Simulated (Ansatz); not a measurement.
# Cd2TeO: relaxing a made-up structure

This structure for Cd2TeO is made up. Its elements were placed in a known structure type with a cell scaled to their sizes. What cell does the guess relax to, and how far off was it?

Main program and level: Ansatz 0.2.0; DFT, r2SCAN, plane-wave PAW, files of the set soft_1, scalar-relativistic, no spin, cell and ions relaxed at zero pressure; PAW set soft_1, in the first sound run; inputs show where later runs differ.

## (1) Starting point

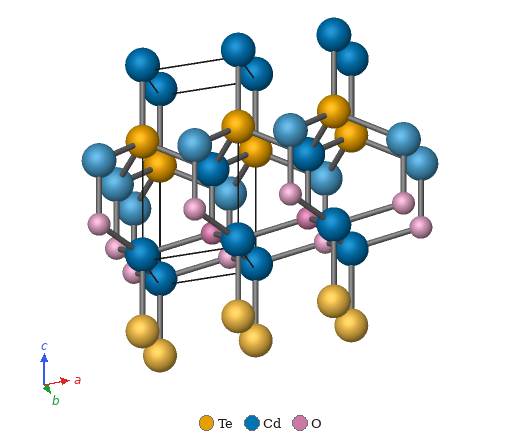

The cell as given, from a free direction (tellurium orange, cadmium blue, oxygen pink). 2×1×1 cells are drawn. Some periodic images of atoms are drawn too.

Structure file:

```cif
data_structure
_symmetry_space_group_name_H-M 'P3m1'
_symmetry_Int_Tables_number 156
_cell_length_a 4.1650
_cell_length_b 4.1650
_cell_length_c 6.6230
_cell_angle_alpha 90.000
_cell_angle_beta 90.000
_cell_angle_gamma 120.000
_cell_volume 99.50
loop_
_atom_site_label
_atom_site_type_symbol
_atom_site_symmetry_multiplicity
_atom_site_Wyckoff_symbol
_atom_site_fract_x
_atom_site_fract_y
_atom_site_fract_z
_atom_site_occupancy
Te1 Te 1 a 0.00000 0.00000 0.63100 1
Cd1 Cd 1 a 0.00000 0.00000 0.03460 1
Cd2 Cd 1 c 0.66667 0.33333 0.47340 1
O1 O 1 c 0.66667 0.33333 0.13750 1
```

## (2) Relaxation of the guess

The guessed cell has no reason to be at equilibrium. It is relaxed with the atoms, within the space group of the guess.

File input.yaml:

```yaml
crystal:
  lattice:
    - [4.165, 0.0, 0.0]
    - [-2.0825, 3.606995807, 0.0]
    - [0.0, 0.0, 6.623]
  atoms:
    - { symbol: Te, position: [0.0, 0.0, 0.631] }
    - { symbol: Cd, position: [0.0, 0.0, 0.0346] }
    - { symbol: Cd, position: [0.666666667, 0.333333333, 0.4734] }
    - { symbol: O, position: [0.666666667, 0.333333333, 0.1375] }
kpoints:
  mp_grid: { grid: [7, 7, 4] }
scf:
  occupations: { method: fermi_dirac, width: 0.05 }
hamiltonian:
  xc: r2scan
  pseudopotentials: { kind: paw, azcp: { folder: soft_1 } }
relax:
  f_tol: 0.015
  max_steps: 70
  cell: {}
output:
  forces: true
  stress: true
```

Launch:

```bash
ansatz run input.yaml --threads 4 --pin off --max-ram 8192MiB --backend cpu --events-out ev --progress --plain --runs-dir out
```

Numbers of over 12 decimals in the logs are rounded to 6 here.

Output:

```text
Engine: ansatz 0.2.0, x86_64-unknown-linux-gnu
Pseudopotentials: kind: paw
Pseudopotential: Te, paw, valence charge 16, recommended cutoff 500 eV (meta_gga), soft_1/Te.paw.azcp
Pseudopotential: Cd, paw, valence charge 20, recommended cutoff 500 eV (meta_gga), soft_1/Cd.paw.azcp
Pseudopotential: O, paw, valence charge 6, recommended cutoff 500 eV (meta_gga), soft_1/O.paw.azcp
Functional definition: r2SCAN
  parameter k0 = 0.174
  parameter k1 = 0.065
  parameter a1 = 4.9479
  exchange = r2scan_x(k0 = k0, k1 = k1, a1 = a1)
  correlation = r2scan_c
Crystal: 4 atoms, lattice volume = 99.498 Å³
Basis set: ecut = 500 eV, 2539 PW (Γ), exchange–correlation on 128×128×200 points (64 copies of the dense FFT grid, shifted against one another)
Bands: 38, of which v1, the nominal top of the filled ones, is band 31 counted from 1 (30 counted from 0)
Symmetry: 6 space group operations
Space group: P3m1 (ITA 156), of the structure as read, at distance tolerance 4.6e-5 Å
k-points: 28 of 196 (time reversal used)
Non-local potential: Te, projectors of the file, l = 0: 2, l = 1: 2, l = 2: 2, l = 3: 1
Non-local potential: Cd, projectors of the file, l = 0: 3, l = 1: 2, l = 2: 2, l = 3: 1
Non-local potential: O, projectors of the file, l = 0: 2, l = 1: 2, l = 2: 1
PAW form: soft (Blöchl's): semilocal exchange-correlation on the pseudo side does not see the compensation charge
PAW frozen core: Te, regenerated for the run's functional (the file was generated under x = pbe(κ = 0.804, μ = 0.219515), c = pbe(β = 0.066725))
PAW frozen core: Cd, regenerated for the run's functional (the file was generated under x = pbe(κ = 0.804, μ = 0.219515), c = pbe(β = 0.066725))
PAW frozen core: O, regenerated for the run's functional (the file was generated under x = pbe(κ = 0.804, μ = 0.219515), c = pbe(β = 0.066725))
PAW one-centre angular grid: Te, 590 points (default); XC on 160 Gauss nodes
PAW one-centre angular grid: Cd, 590 points (default); XC on 160 Gauss nodes
PAW one-centre angular grid: O, 302 points (default); XC on 160 Gauss nodes
Initial density: superposition of atomic densities (chi_scale 0.1, normalization cell, long waves kept (reshape's long-wave potential 0.47 eV rms))
Initial wavefunctions: pseudopotential atomic-orbital guess
Functional: x = r2scan, c = r2scan; τ floored in thin density (d = 2e-4 eV/Å³)
SCF iter   1: F=—  HF=-24100.689614 eV  |F-HF|=—  |Δ(HF+E_count)|=         —  Δρ=8.26e-2  dr2=8.19e0  dr2_τ=1.52e-1  ethr=3.10e-3  ⟨swp⟩=9.0  Hψ=5225  notcnv=0  defer=5
preconditioner: auto → Resta (q_TF=auto, 2.521 Å⁻¹)  ε∞=4.0  [insulator: Δε(μ)=0.706 eV  Ē_g=12.954 eV  σ=0.050 eV  W_gap=0.84  n_scr=22 (ndim 8)  ℏωp=22.3 eV  f_vac=0.119  D(μ)=0.19/eV (n_scr^D=0)  ε∞_Penn≈4.0]
SCF iter   2: F=—  HF=-24099.791026 eV  |F-HF|=—  |Δ(HF+E_count)|=   8.99e-1  Δρ=4.91e-2  dr2=2.51e0  dr2_τ=3.99e-1  ethr=3.10e-3  ⟨swp⟩=4.0  Hψ=2170  notcnv=0  defer=48
SCF iter   3: F=—  HF=-24099.415892 eV  |F-HF|=—  |Δ(HF+E_count)|=   3.75e-1  Δρ=1.44e-2  dr2=3.83e-1  dr2_τ=1.25e-2  ethr=3.10e-3  ⟨swp⟩=2.1  Hψ=1893  notcnv=0  defer=40
automatic band count: iteration 3 solves 37 bands in place of 38: the levels show a gap, and the empty bands left out lie too high to hold charge; the band table lists the bands solved (type scf.n_extra_bands for more)
SCF iter   4: F=—  HF=-24099.396355 eV  |F-HF|=—  |Δ(HF+E_count)|=   1.95e-2  Δρ=5.03e-3  dr2=3.91e-2  dr2_τ=1.97e-3  ethr=6.18e-4  ⟨swp⟩=3.4  Hψ=1905  notcnv=0  defer=21
automatic band count: iteration 4 solves 36 bands in place of 37: the levels show a gap, and the empty bands left out lie too high to hold charge; the band table lists the bands solved (type scf.n_extra_bands for more)
SCF iter   5: F=—  HF=-24099.390022 eV  |F-HF|=—  |Δ(HF+E_count)|=   6.33e-3  Δρ=1.36e-3  dr2=2.57e-3  dr2_τ=5.96e-5  ethr=6.30e-5  ⟨swp⟩=3.7  Hψ=1884  notcnv=0  defer=24
SCF iter   6: F=—  HF=-24099.390369 eV  |F-HF|=—  |Δ(HF+E_count)|=   3.47e-4  Δρ=6.12e-4  dr2=4.69e-4  dr2_τ=2.95e-5  ethr=4.14e-6  ⟨swp⟩=2.1  Hψ=1574  notcnv=0  defer=24
SCF iter   7: F=—  HF=-24099.390350 eV  |F-HF|=—  |Δ(HF+E_count)|=   1.93e-5  Δρ=1.22e-4  dr2=2.27e-5  dr2_τ=7.79e-7  ethr=7.57e-7  ⟨swp⟩=2.2  Hψ=1459  notcnv=0  defer=24
SCF iter   8: F=—  HF=-24099.390342 eV  |F-HF|=—  |Δ(HF+E_count)|=   7.50e-6  Δρ=4.55e-5  dr2=2.30e-6  dr2_τ=5.86e-8  ethr=3.66e-8  ⟨swp⟩=2.0  Hψ=1830  notcnv=0  defer=24
SCF iter   9: F=—  HF=-24099.390343 eV  |F-HF|=—  |Δ(HF+E_count)|=   6.18e-7  Δρ=2.18e-5  dr2=4.11e-7  dr2_τ=2.12e-8  ethr=3.70e-9  ⟨swp⟩=2.0  Hψ=1808  notcnv=0  defer=24
SCF iter  10: F=-24099.390343 eV  HF=-24099.390343 eV  |F-HF|=6.25e-9  |Δ(HF+E_count)|=   7.04e-8  Δρ=4.21e-6  dr2=1.80e-8  dr2_τ=8.11e-10  ethr=1.61e-10  ⟨swp⟩=5.0  Hψ=3839  notcnv=0
SCF 1 converged in 10 iterations: F = -24099.390343 eV  dr2 = 1.80e-8
  greatest PAW one-centre occupation: 1.002 electrons in one spin orbital (limit 2), on the Cd atom at site 2 (counted from 0), in its partial waves of l = 0
relax step   1: F+E_penalty+E_count = -24099.39034302 eV  Δ(F+E_penalty+E_count) = +0.000e0 eV  max|allowed force component| = 1.838e0 eV/Å  Δτ_max = 0.0000 Å  P = +2.272 GPa  Ω = 99.498 Å³  (10 SCF iters, dr2 threshold 1.00e-7 eV, accepted)
Crystal: 4 atoms, lattice volume = 101.734 Å³
Basis set: ecut = 500 eV, 2611 PW (Γ), exchange–correlation on 128×128×200 points (64 copies of the dense FFT grid, shifted against one another)
Initial density: handed on by an earlier stage of this run
Initial wavefunctions: those handed on with the density
iter 1 solved again at ethr=7.11e-4 eV; its pass at ethr=3.10e-3 eV (dr2=4.41e-1 eV) is discarded
SCF iter   1: F=—  HF=-24098.315475 eV  |F-HF|=—  |Δ(HF+E_count)|=         —  Δρ=2.14e-2  dr2=4.53e-1  dr2_τ=7.65e0  ethr=7.11e-4  ⟨swp⟩=1.0  Hψ=5360  notcnv=0
automatic band count: iteration 1 solves 36 bands in place of 38: the levels show a gap, and the empty bands left out lie too high to hold charge; the band table lists the bands solved (type scf.n_extra_bands for more)
preconditioner: auto → Resta (q_TF=auto, 2.512 Å⁻¹)  ε∞=4.6  [insulator: Δε(μ)=0.195 eV  Ē_g=11.628 eV  σ=0.050 eV  W_gap=0.70  n_scr=22 (ndim 8)  ℏωp=22.1 eV  f_vac=0.162  D(μ)=0.49/eV (n_scr^D=0)  ε∞_Penn≈4.6]
SCF iter   2: F=—  HF=-24099.733617 eV  |F-HF|=—  |Δ(HF+E_count)|=    1.42e0  Δρ=9.44e-3  dr2=4.47e-2  dr2_τ=1.06e-2  ethr=7.11e-4  ⟨swp⟩=4.0  Hψ=2198  notcnv=0
SCF iter   3: F=—  HF=-24099.740713 eV  |F-HF|=—  |Δ(HF+E_count)|=   7.10e-3  Δρ=4.66e-3  dr2=1.15e-2  dr2_τ=2.08e-3  ethr=7.20e-5  ⟨swp⟩=2.6  Hψ=1855  notcnv=0  defer=16
[...]
automatic band count: iteration 1 solves 36 bands in place of 38: the levels show a gap, and the empty bands left out lie too high to hold charge; the band table lists the bands solved (type scf.n_extra_bands for more)
preconditioner: auto → Resta (q_TF=auto, 2.530 Å⁻¹)  ε∞=4.7  [insulator: Δε(μ)=0.228 eV  Ē_g=11.761 eV  σ=0.050 eV  W_gap=0.81  n_scr=22 (ndim 8)  ℏωp=22.6 eV  f_vac=0.133  D(μ)=0.46/eV (n_scr^D=0)  ε∞_Penn≈4.7]
SCF iter   2: F=—  HF=-24099.794211 eV  |F-HF|=—  |Δ(HF+E_count)|=   4.40e-1  Δρ=5.62e-3  dr2=2.39e-2  dr2_τ=3.59e-3  ethr=9.36e-5  ⟨swp⟩=3.0  Hψ=2154  notcnv=0
preconditioner: auto → LDOS  [insulator: Δε(μ)=0.232 eV  Ē_g=11.758 eV  σ=0.050 eV  W_gap=0.82  n_scr=22 (ndim 8)  ℏωp=22.6 eV  f_vac=0.134  D(μ)=0.54/eV (n_scr^D=2)  ε∞_Penn≈4.7  β→1.0]
SCF iter   3: F=—  HF=-24099.790838 eV  |F-HF|=—  |Δ(HF+E_count)|=   3.37e-3  Δρ=1.54e-3  dr2=2.44e-3  dr2_τ=2.21e-4  ethr=3.86e-5  ⟨swp⟩=2.0  Hψ=1824  notcnv=0  defer=13
SCF iter   4: F=—  HF=-24099.791174 eV  |F-HF|=—  |Δ(HF+E_count)|=   3.36e-4  Δρ=7.59e-4  dr2=7.29e-4  dr2_τ=5.17e-5  ethr=3.93e-6  ⟨swp⟩=2.1  Hψ=1460  notcnv=0  defer=13
SCF iter   5: F=—  HF=-24099.791121 eV  |F-HF|=—  |Δ(HF+E_count)|=   5.31e-5  Δρ=1.94e-4  dr2=2.67e-5  dr2_τ=2.27e-6  ethr=1.18e-6  ⟨swp⟩=2.0  Hψ=1637  notcnv=0  defer=13
SCF iter   6: F=—  HF=-24099.791132 eV  |F-HF|=—  |Δ(HF+E_count)|=   1.10e-5  Δρ=6.98e-5  dr2=3.69e-6  dr2_τ=2.70e-7  ethr=4.31e-8  ⟨swp⟩=2.0  Hψ=1491  notcnv=0  defer=13
SCF iter   7: F=-24099.791132 eV  HF=-24099.791132 eV  |F-HF|=2.51e-8  |Δ(HF+E_count)|=   3.33e-7  Δρ=1.57e-5  dr2=1.65e-7  dr2_τ=1.00e-8  ethr=6.45e-10  ⟨swp⟩=3.1  Hψ=4636  notcnv=0
SCF 3 converged in 7 iterations: F = -24099.791132 eV  dr2 = 1.65e-7
relax step   3: F+E_penalty+E_count = -24099.79113213 eV  Δ(F+E_penalty+E_count) = -4.727e-2 eV  max|allowed force component| = 2.250e-1 eV/Å  Δτ_max = 0.0627 Å  P = +0.230 GPa  Ω = 97.547 Å³  energy of the carried Pulay correction = +8.732e-4 eV  (7 SCF iters, dr2 threshold 4.00e-7 eV, accepted)
[...]
relax step   4: F+E_penalty+E_count = -24099.79971774 eV  Δ(F+E_penalty+E_count) = -8.586e-3 eV  max|allowed force component| = 7.928e-2 eV/Å  Δτ_max = 0.0222 Å  P = +0.041 GPa  Ω = 97.817 Å³  energy of the carried Pulay correction = +7.512e-4 eV  (7 SCF iters, dr2 threshold 4.00e-7 eV, accepted)
[...]
relax step   5: F+E_penalty+E_count = -24099.80224876 eV  Δ(F+E_penalty+E_count) = -2.531e-3 eV  max|allowed force component| = 3.346e-2 eV/Å  Δτ_max = 0.0192 Å  P = +0.011 GPa  Ω = 97.941 Å³  energy of the carried Pulay correction = +6.955e-4 eV  (6 SCF iters, dr2 threshold 3.93e-7 eV, accepted)
[...]
relax step   6: F+E_penalty+E_count = -24099.80234854 eV  Δ(F+E_penalty+E_count) = -9.978e-5 eV  max|allowed force component| = 1.024e-2 eV/Å  Δτ_max = 0.0034 Å  P = -0.016 GPa  Ω = 97.925 Å³  energy of the carried Pulay correction = +7.029e-4 eV  (6 SCF iters, dr2 threshold 7.00e-8 eV, accepted)
Basis set: ecut = 500 eV, 2515 PW (Γ), exchange–correlation on 120×120×216 points (64 copies of the dense FFT grid, shifted against one another)
Initial wavefunctions: pseudopotential atomic-orbital guess (no wavefunctions were taken with the density)
iter 1 solved again at ethr=4.71e-7 eV; its pass at ethr=3.10e-3 eV (dr2=2.92e-4 eV) is discarded
SCF iter   1: F=—  HF=-24099.801727 eV  |F-HF|=—  |Δ(HF+E_count)|=         —  Δρ=1.85e-4  dr2=1.56e-6  dr2_τ=2.06e-5  ethr=4.71e-7  ⟨swp⟩=3.1  Hψ=7637  notcnv=0
preconditioner: auto → LDOS  [insulator: Δε(μ)=0.119 eV  Ē_g=12.683 eV  σ=0.050 eV  W_gap=0.53  n_scr=22 (ndim 8)  ℏωp=22.5 eV  f_vac=0.136  D(μ)=1.12/eV (n_scr^D=2)  ε∞_Penn≈4.2  β→1.0]
SCF iter   2: F=—  HF=-24099.801769 eV  |F-HF|=—  |Δ(HF+E_count)|=   4.13e-5  Δρ=1.29e-5  dr2=1.18e-7  dr2_τ=5.25e-9  ethr=2.52e-9  ⟨swp⟩=2.0  Hψ=1936  notcnv=0
SCF iter   3: F=—  HF=-24099.801769 eV  |F-HF|=—  |Δ(HF+E_count)|=   1.47e-9  Δρ=1.03e-5  dr2=7.65e-8  dr2_τ=3.27e-9  ethr=1.91e-10  ⟨swp⟩=2.0  Hψ=1943  notcnv=0
SCF iter   4: F=—  HF=-24099.801769 eV  |F-HF|=—  |Δ(HF+E_count)|=   2.77e-8  Δρ=3.40e-6  dr2=9.21e-9  dr2_τ=3.95e-10  ethr=1.23e-10  ⟨swp⟩=2.0  Hψ=1479  notcnv=0
SCF iter   5: F=—  HF=-24099.801769 eV  |F-HF|=—  |Δ(HF+E_count)|=   2.94e-9  Δρ=1.08e-6  dr2=8.46e-10  dr2_τ=3.54e-11  ethr=1.49e-11  ⟨swp⟩=2.2  Hψ=1649  notcnv=0
SCF iter   6: F=-24099.801769 eV  HF=-24099.801769 eV  |F-HF|=1.46e-11  |Δ(HF+E_count)|=  3.31e-10  Δρ=1.62e-7  dr2=1.64e-11  dr2_τ=5.81e-13  ethr=1.00e-12  ⟨swp⟩=3.7  Hψ=4515  notcnv=0
SCF 7 converged in 6 iterations: F = -24099.801769 eV  dr2 = 1.64e-11
relax step   7: F+E_penalty+E_count = -24099.80176868 eV  Δ(F+E_penalty+E_count) = +5.799e-4 eV  max|allowed force component| = 9.836e-3 eV/Å  Δτ_max = 0.0000 Å  P = -0.014 GPa  Ω = 97.925 Å³  stress off target by 2.98e-2 GPa  SCF on the basis re-selected at this cell (its energy is not comparable with the rows above)  (6 SCF iters)
basis re-selected at this cell: Δ(F+E_penalty+E_count) = +5.799e-4 eV, ΔP = +0.001 GPa vs the last step (what re-selecting the basis moved, of the pressure what is left beyond the Pulay correction that the steps carried, after the strain that the cell walked since its last selection, with what the two solves' SCF thresholds leave and, on support functions, any second-order correction that the steps lacked; it is no measure of the basis error at this ecutwfc). The dense FFT grid was sized anew with the basis: this SCF ran on 30×30×54 points, the steps before it on 32×32×50, so part of this shift can come from that change (see relax.cell in the input reference). [rest of the remark cut]
SCF converged after 6 iterations
Free energy (F): -24099.801769 eV
Harris-Foulkes:  -24099.801769 eV  (|F-HF|=1.46e-11)
Internal energy: -24099.792588 eV  (E = F + TS)
E sigma→0 (E₀):  -24099.797178 eV
Entropy (-TS):   -0.009181 eV (-2.295 meV/atom)
Fermi energy:    9.045142 eV
--- Per-component energies (eV) ---
  E_band       = -1295.652628
  E_kinetic    = 1220.246431
  E_local      = -9488.830028  (includes V_loc(G=0)·N_el)
  E_nonlocal   = 362.738439
  E_hartree    = 4412.484748
  E_xc         = -479.698677
  E_vxc        = -641.865356  (∫ρ·V_xc dr)
  E_paw        = -13105.691408  (= ΣΔE_a)
  E_vpaw       = -1615.618798  (= ΣTr[D̂ρ^β])
  E_aug_tail   = 0.000266  (compensation charges beyond the density's cutoff)
  E_vtau       = 42.706509  (kinetic-family band-sum trace: ∫τ·v_τ [+ j·A + Jᵃ·Aᵃ] dr)
  E_ewald      = -7020.165761
  E_core_change = -0.876597  (= ΣΔE_core)
  E_smearing   = -0.009181  (= −TS)
  E_closure    = -0.000000  (closes the sum)
  Σ components = -24099.801769   (vs F -24099.801769, Δ=0.00e0)
--- Forces (eV/Å), atoms counted from 1 ---
  atom   1  Te     0.00000000    -0.00000000     0.00055906
  atom   2  Cd     0.00000000    -0.00000000    -0.00035704
  atom   3  Cd     0.00000000    -0.00000000    -0.00983556
  atom   4  O      0.00000000    -0.00000000     0.00963452
  max |Σ_I F_I| component: 9.64e-7 eV/Å
--- Stress (GPa, compression-positive) ---
       -0.006552      -0.000000      -0.000000
       -0.000000      -0.006552       0.000000
       -0.000000       0.000000      -0.029788
  P = ⅓ Tr σ = -0.0143 GPa (-0.143 kbar)
--- Relaxed structure (6 steps of the walk, 6 accepted, 1 SCFs on fresh bases) ---
  F+E_penalty+E_count = -24099.80176868 eV   max|allowed force component| = 9.836e-3 eV/Å   (the final SCF, on the basis selected at the relaxed cell)
  cell:  # Å, volume = 97.9246 Å³
    - [4.039114, -4.6587169416663814e-18, -2.5066886301852704e-18]
    - [-2.019557, 3.497975, 1.2533443150926408e-18]
    - [-3.9860261217694574e-18, 0, 6.930887]
  atoms:
    - { symbol: Te, position: [-1.960275145497482e-17, -1.850371705985302e-17, 0.649676] }
    - { symbol: Cd, position: [-2.0114138913962828e-17, -1.8503717059853016e-17, 0.061966] }
    - { symbol: Cd, position: [0.666667, 0.333333, 0.438012] }
    - { symbol: O, position: [0.666667, 0.333333, 0.126847] }
```

It took 27 s on 4 threads of Intel Xeon Platinum 8488C (Sapphire Rapids), shared host; peak memory 0.67 GiB.

Step by step:

| step | energy less that of the first step (eV) | largest force component (eV/Å) | pressure (GPa) | volume (Å³) |
| --- | --- | --- | --- | --- |
| 1 | 0.0000 | 1.8377 | 2.27 | 99.50 |
| 2 | -0.3535 | 0.1742 | -1.37 | 101.73 |
| 3 | -0.4008 | 0.2250 | 0.23 | 97.55 |
| 4 | -0.4094 | 0.0793 | 0.04 | 97.82 |
| 5 | -0.4119 | 0.0335 | 0.01 | 97.94 |
| 6 | -0.4120 | 0.0102 | -0.02 | 97.92 |
| 7* | -0.4114 | 0.0098 | -0.01 | 97.92 |

Relaxation steps marked * repeat the geometry before them on a plane-wave basis chosen anew for their cell, so energy and pressure can jump there.

Forces are held to the 6 operations that the run works with; a distortion that breaks them can't arise in this run.

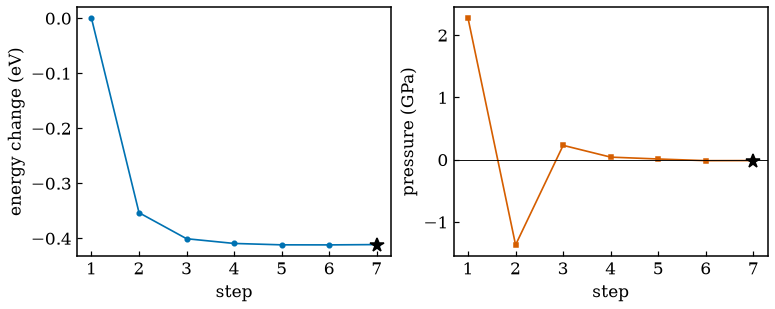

Energy and pressure along the relaxation. Stars mark steps on a basis chosen anew.

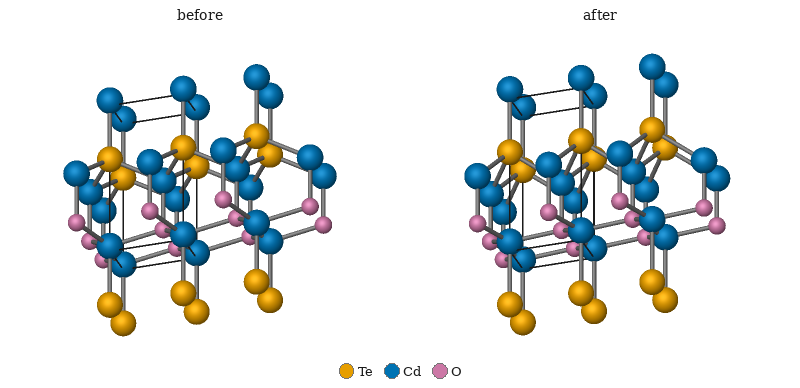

Before and after, at one scale.

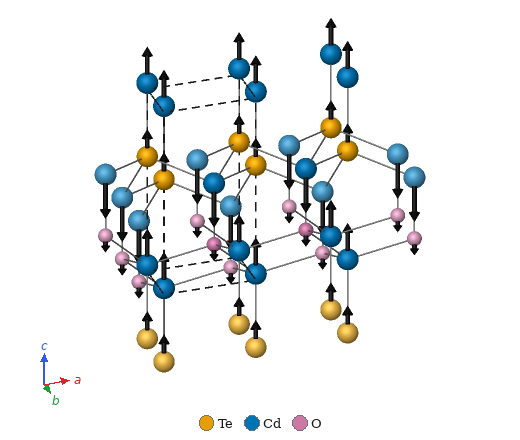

Displacements in the relaxation, exaggerated, measured against the changing cell; the longest in the cell stands for 0.25 Å. 2×1×1 cells are drawn. Some periodic images of atoms are drawn too.

| conventional cell, symmetrised | before | after | change |
| --- | --- | --- | --- |
| a (Å) | 4.165 | 4.039 | -3.0 % |
| b (Å) | 4.165 | 4.039 | -3.0 % |
| c (Å) | 6.623 | 6.931 | +4.6 % |
| volume (Å³/atom) | 24.87 | 24.48 | -1.6 % |

The atoms that moved most (Å, as changes of fractional coordinates times the final cell):

| atom | dx | dy | dz | length |
| --- | --- | --- | --- | --- |
| Cd3 | 0.000 | 0.000 | -0.245 | 0.245 |
| Cd2 | 0.000 | 0.000 | 0.190 | 0.190 |
| Te1 | 0.000 | 0.000 | 0.129 | 0.129 |
| O4 | 0.000 | 0.000 | -0.074 | 0.074 |

Final coordinates:

```cif
data_structure
_symmetry_space_group_name_H-M 'P 1'
_symmetry_Int_Tables_number 1
_cell_length_a 4.0391
_cell_length_b 4.0391
_cell_length_c 6.9309
_cell_angle_alpha 90.000
_cell_angle_beta 90.000
_cell_angle_gamma 120.000
_cell_volume 97.92
loop_
_atom_site_label
_atom_site_type_symbol
_atom_site_fract_x
_atom_site_fract_y
_atom_site_fract_z
_atom_site_occupancy
Te1 Te 0.00000 0.00000 0.64968 1
Cd2 Cd 0.00000 0.00000 0.06197 1
Cd3 Cd 0.66667 0.33333 0.43801 1
O4 O 0.66667 0.33333 0.12685 1
```

This step gave:

| Item | Value |
| --- | --- |
| free energy | -24099.8018 eV |
| energy at zero smearing | -24099.7972 eV |
| smearing term TS | 0.009181 eV |
| Fermi energy | 9.045 eV |
| electrons | 62 |
| symmetry operations | 6 |
| pressure | -0.01430 GPa |

The shortest distance of each pair, which need not be the same contact before and after:

| pair | guess (Å) | relaxed (Å) |
| --- | --- | --- |
| Cd–O | 2.225 | 2.157 |
| Cd–Te | 2.621 | 2.755 |
| Cd–Cd | 3.772 | 3.497 |
| Te–Te | 4.165 | 4.039 |
| O–O | 4.165 | 4.039 |

The relaxation ends with a largest force component of 0.0098 eV/Å and a pressure of -0.01 GPa.

[end of part 1 of 2]

[Logs are printed without paths, hosts, clocks, repeated set-up lines and the standing remarks that a program may print on its own settings, such as how far it seeks lower states.]

[Hosts, paths, dates, database ids (printed as entryN), source tags and the programs' standing remarks are cut or masked in the printed files.]
